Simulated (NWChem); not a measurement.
**GeHF (SMILES [F][GeH]) at SVWN5/aug-cc-pVDZ**

What is the electronic atomisation energy of GeHF at SVWN5/aug-cc-pVDZ? 

The results are computed with NWChem 7.3.0.

**1. The system as given**

The species is GeHF (3 atoms), meant as a singlet with charge 0. SMILES: `[F][GeH]`. Geometry: relaxed at PBE0-D4/def2-TZVP.

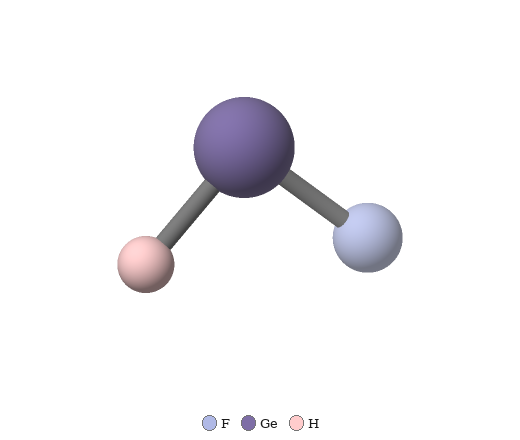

The structure, seen from a chosen angle (fluorine light blue, germanium purple, hydrogen pink).

**2. The energy at SVWN5/aug-cc-pVDZ (run 1)**

mol.nw reads:

```
start mol
memory total 2200 mb
geometry noautosym nocenter noautoz
  F        0.672100       1.012600       0.469700
  Ge      -0.657900       0.195200      -0.335600
  H       -0.025200      -1.272700      -0.147400
end
basis spherical bse
  * library aug-cc-pVDZ
end
dft
  xc slater vwn_5
  grid fine
  convergence energy 1e-08
  maxiter 100
  mulliken
  print low
end
task dft energy
```

Started as:

```console
nwchem mol.nw > mol.out
```

The program printed:

```text
[...]
 d= 0,ls=0.0,diis     1  -2173.5467839463 -2.27D+03  3.21D-02  8.47D-01     5.8
[...]
 d= 0,ls=0.0,diis    10  -2173.6384124798 -2.35D-09  5.82D-07  1.11D-09    31.0
         Total DFT energy =    -2173.638412479826
      One electron energy =    -3230.687103209562
           Coulomb energy =     1043.783883113246
    Exchange-Corr. energy =      -85.947839927173
 Nuclear repulsion energy =       99.212647543663
[...]
      Total Density - Mulliken Population Analysis
     ---------------------------------------------
    Atom       Charge   Shell Charges
 -----------   ------   -------------------------------------------------------
    1 F    9     9.46   2.01  0.88  1.03  0.10  3.30  1.98  0.15  0.00  0.01
    2 Ge  32    31.65   2.00  2.00  2.03  1.18  0.71  0.06  6.00  6.01  0.98  0.56  0.00  9.90  0.21  0.01
    3 H    1     0.89   0.68  0.20 -0.00  0.01 -0.00
[...]
```

Run time: 32 s. Hardware: 1 thread of Intel Xeon Platinum 8488C (Sapphire Rapids), shared host; peak memory 0.1 GiB.

**3. The F atom, same level (run 2)**

sp.nw reads:

```
start sp
title "F energy"
memory stack 880 mb heap 220 mb global 1100 mb
geometry noautosym nocenter noautoz
  F        0.000000       0.000000       0.000000
end
basis spherical bse
  * library aug-cc-pVDZ
end
dft
  xc slater vwn_5
  mult 2
  grid fine
  convergence energy 1e-08
  maxiter 100
  mulliken
  noprint "final vectors analysis"
end
task dft energy
```

Run the same way, it converges to -99.07478 Eh (log not shown).

Run 3 isn't shown in full; the table further down has it.

**4. The H atom (run 4)**

test.nw reads:

```
start test
title "H energy"
memory 2200 mb

geometry noautosym nocenter noautoz
   H        0.000000       0.000000       0.000000
end

basis spherical bse
   H library aug-cc-pVDZ
end

dft
   xc slater vwn_5
   mult 2
   grid fine
   convergence energy 1e-08
   maxiter 100
   mulliken
   noprint "final vectors analysis"
end

task dft energy
```

Run the same way, it converges to -0.47801 Eh (log not shown).

**5. The series**

```csv
run,level,partner,energy (Eh),wall time
1,SVWN5/aug-cc-pVDZ,base,-2173.638412,32 s
2,USVWN5/aug-cc-pVDZ,atoms,-99.074778,0.98 s
3,USVWN5/aug-cc-pVDZ,atoms,-2073.728792,30 s
4,USVWN5/aug-cc-pVDZ,atoms,-0.478010,0.7 s
```

**6. Summary of results**

At SVWN5/aug-cc-pVDZ:

| quantity | value |
| --- | --- |
| H atom: total energy | -0.47801 Eh |
| H atom: ⟨S²⟩ | 0.750 |
| electronic atomisation energy | 9.710 eV |

What this shows: Taking the molecule apart into free atoms costs 9.71 eV (937 kJ/mol), before zero-point energy and without spin-orbit coupling. All runs together took 64 s, the longest 32 s.
